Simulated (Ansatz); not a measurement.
# ClH₅NSi₂ radical: small, medium and large basis sets

Aim: see how fast density functionals converge with the basis set for ClH₅NSi₂ radical.

Method: one geometry, several basis sets; program: Ansatz 0.2.0, Gaussian basis.

Plan: PBE0-D4/def2-SVP; ωB97M-V/def2-SVP; PBE0-D4/def2-QZVPP; ωB97M-V/def2-QZVPP; the functionals' def2-TZVPP values are taken from earlier runs.

## 1. The relaxed structure

An earlier PBE0-D4 in a triple-zeta def2 set relaxation fixed the geometry.

9 atoms, charge 0, spin multiplicity 2.

Atoms are counted from 1 here; the program's logs count them from 0.

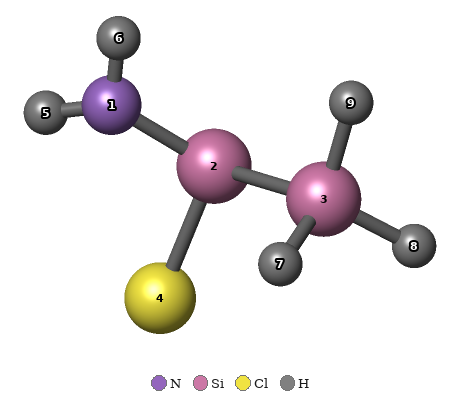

The structure; nitrogen purple, silicon pink, chlorine yellow, hydrogen grey; atoms are numbered from 1 in the order of the file.

## 2. PBE0-D4 in def2-SVP

The input, in.yaml:

```yaml
crystal:
  periodic: [false, false, false]
  atoms:
    - {symbol: N, position_ang: [-0.942202, 1.392529, 0.660835]}
    - {symbol: Si, position_ang: [-0.346916, -0.195119, 0.944602]}
    - {symbol: Si, position_ang: [0.593094, -1.070551, -1.029418]}
    - {symbol: Cl, position_ang: [1.134880, 0.041608, 2.377659]}
    - {symbol: H, position_ang: [-0.972607, 2.066667, 1.410200]}
    - {symbol: H, position_ang: [-1.676124, 1.546358, -0.013191]}
    - {symbol: H, position_ang: [1.754944, -0.282491, -1.524999]}
    - {symbol: H, position_ang: [1.013880, -2.471714, -0.770469]}
    - {symbol: H, position_ang: [-0.470448, -1.073687, -2.072320]}
basis:
  gaussian: {orbitals: def2-SVP}
magnetization: {spin_polarized: true, initial_magnetization: 1}
hamiltonian: {xc: pbe0, dispersion: d4}
output: {orbitals: {seedname: orbitals}}
```

On the command line:

```
$ ansatz run in.yaml --threads 4 --pin off --events-out ev --progress --plain --max-ram 10444MiB
```

The runs that follow: ωB97M-V in def2-SVP; PBE0-D4 in def2-QZVPP; ωB97M-V in def2-QZVPP.

Before running them: what should the planned runs give, taken together? Wanted: PBE0-D4: double and triple zeta above quadruple; ωB97M-V: double and triple zeta above quadruple.

**Answer**, as computed:

| quantity | value |
| --- | --- |
| PBE0-D4: double and triple zeta above quadruple | 12.87, 1.01 eV |
| ωB97M-V: double and triple zeta above quadruple | 12.87, 0.96 eV |

What this shows: For PBE0-D4 the step from double to triple zeta gains 11.87 eV and the next only 1.01 eV. These are total energies; as a rule much of such shifts cancels in differences, which this series doesn't test.
